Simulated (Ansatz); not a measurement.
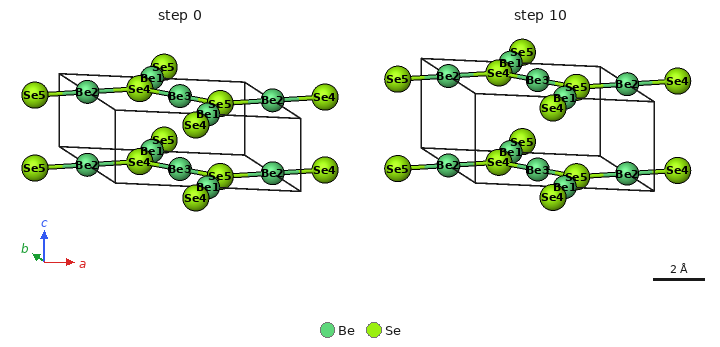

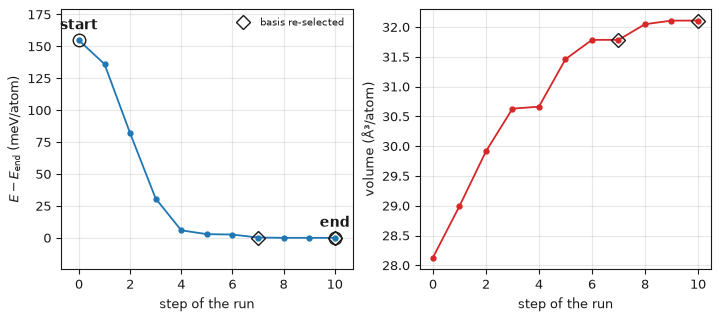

First and last geometry of a relaxation of crystalline Be3Se2 (a generated structure, set up in P6/mmm), with the history of the run. The picture is a ball-and-stick view of the cell of the calculation, seen slightly off an axis.

Computed with Ansatz, DFT PBE, scalar-relativistic, plane waves, PAW.

The input:
```yaml
crystal:
  lattice:
    - [7.4561541182, 0.0, 0.0]
    - [-3.7280770591, 6.4572188809, 0.0]
    - [0.0, 0.0, 2.9212901149]
  atoms:
    - { symbol: Be, position: [0.5, 0.0, 0.0] }
    - { symbol: Be, position: [0.0, 0.5, 0.0] }
    - { symbol: Be, position: [0.5, 0.5, 0.0] }
    - { symbol: Se, position: [0.3333333333, 0.6666666667, 0.0] }
    - { symbol: Se, position: [0.6666666667, 0.3333333333, 0.0] }
basis:
  ecutwfc: 420
kpoints:
  mp_grid: { grid: [6, 6, 12] }
hamiltonian:
  xc: pbe
scf:
  occupations: { method: gaussian, width: 0.1 }
output:
  forces: true
  stress: true
  eigenvalues: true
relax:
  adjacent_minimum: "off"
  f_tol: 0.01
  max_steps: 80
  cell: { stress_tol: 0.05 }
```

Run as
```bash
ansatz run input.yaml --threads 1 --pin off --max-ram 2048MiB --backend cpu --events-out ev --progress --plain --runs-dir out
```

Q: Did the run converge, and what did it change?

A: It converged. After 8 accepted moves (10 points after the start) the energy has fallen by 155 meV per atom. All forces vanish by symmetry, so only the cell relaxes. The pressure goes from 0.31 to 0.00 GPa. The SCF was repeated twice at an unchanged geometry on a basis and grid sized afresh for the cell, which shifted the energy by 2.3 meV per atom at most. The atoms keep their places relative to the cell (all moves are under 0.005 Å). The volume changes by +14.1 %, with a = b 7.456 → 7.195 Å (−3.5 %), c 2.921 → 3.581 Å (+22.6 %). Among the contacts that change: Se4–Se4 2.921 → 3.581 Å, Be1–Se4 2.152 → 2.077 Å. The space group stays P6/mmm (No. 191).

```json
{"step": "0", "E − E(0), meV/atom": "0.00", "pressure, GPa": "0.31", "volume, Å³/atom": "28.130", "note": ""}
{"step": "1", "E − E(0), meV/atom": "-18.58", "pressure, GPa": "0.16", "volume, Å³/atom": "28.993", "note": ""}
{"step": "2", "E − E(0), meV/atom": "-72.69", "pressure, GPa": "0.19", "volume, Å³/atom": "29.913", "note": ""}
{"step": "3", "E − E(0), meV/atom": "-123.94", "pressure, GPa": "-0.14", "volume, Å³/atom": "30.631", "note": ""}
{"step": "4", "E − E(0), meV/atom": "-148.82", "pressure, GPa": "0.64", "volume, Å³/atom": "30.664", "note": ""}
{"step": "5", "E − E(0), meV/atom": "-151.82", "pressure, GPa": "0.14", "volume, Å³/atom": "31.460", "note": ""}
{"step": "6", "E − E(0), meV/atom": "-152.15", "pressure, GPa": "0.00", "volume, Å³/atom": "31.786", "note": ""}
{"step": "7", "E − E(0), meV/atom": "-154.47", "pressure, GPa": "0.10", "volume, Å³/atom": "31.786", "note": "same geometry, new basis"}
{"step": "8", "E − E(0), meV/atom": "-154.71", "pressure, GPa": "0.02", "volume, Å³/atom": "32.048", "note": ""}
{"step": "9", "E − E(0), meV/atom": "-154.72", "pressure, GPa": "0.00", "volume, Å³/atom": "32.109", "note": ""}
{"step": "10", "E − E(0), meV/atom": "-154.74", "pressure, GPa": "0.00", "volume, Å³/atom": "32.109", "note": "same geometry, new basis"}
```
